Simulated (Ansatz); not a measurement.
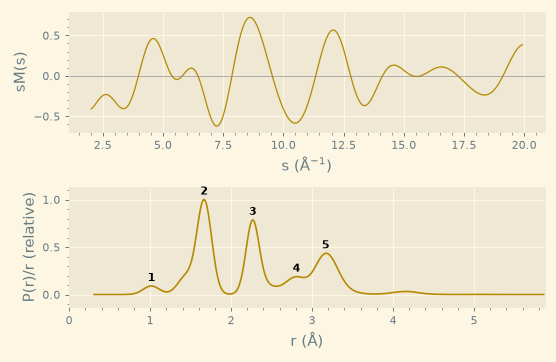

Simulated gas electron diffraction: reduced molecular intensity sM(s) from the Debye equation in the first Born approximation (top) and the radial distribution curve (bottom) of FH5NPSi. Each pair of atoms contributes with weight ZᵢZⱼ/r; damping constant 0.002 Å²; vibrational amplitudes assumed, not computed: 0.05 Å for bonds, 0.078 Å for bonds to H, 0.06 + 0.015 r up to 0.15 Å for other pairs. The geometry is the end point of an optimisation (RKS B3LYP/def2-SVP in Ansatz); it may be a saddle point or a higher isomer.

Which pairs of atoms lie under the numbered peaks? Mark bonded pairs by – and others by ···.

Peak 1, 1.02 Å: N–H 1.02 Å (×2)
Peak 2, 1.67 Å: Si–F 1.64 Å, Si–N 1.71 Å, not resolved; in its flanks P–H 1.43 Å
Peak 3, 2.27 Å: P–Si 2.26 Å, Si···H 2.41 Å (×2), not resolved
Peak 4, 2.81 Å: Si···H 2.75–2.76 Å (×2), F···N 2.81 Å, not resolved
Peak 5, 3.17 Å: P···F 3.12 Å, F···H 3.16–3.32 Å (×3), P···N 3.22 Å, P···H 3.23–3.35 Å (×2), not resolved
